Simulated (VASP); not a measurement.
Band structure of Cd$_{4}$SeTe$_{3}$ (ordered alloy cell). These are PBE GGA, VASP's PBE PAW potentials (set 64) (plane waves; VASP 6.6.1) values and carry that method's errors.

Unless said otherwise, spin-orbit coupling is left out, though it shifts the bands of the heavy elements here.

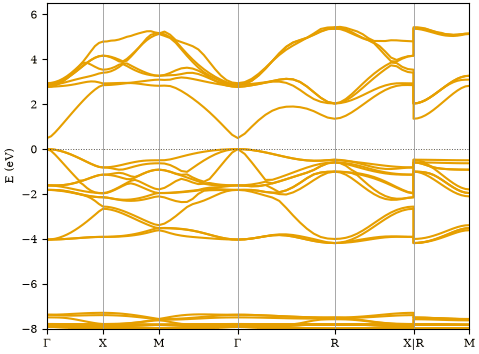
Fig. 1. Bands along high-symmetry lines, zero at the valence-band maximum or, without a gap, the Fermi level

Problem. Read the plot: is there a gap, and where are the band edges?

Solution. The gap is direct, 0.49 eV, from the valence maximum at Γ to the conduction minimum at Γ. (Edges off the drawn lines would not show.)

The structure was generated: Cd4SeTe3 was put into an ordered model structure (P-43m), which need not be its known phase. It was relaxed first, which changed the volume by +6 %.
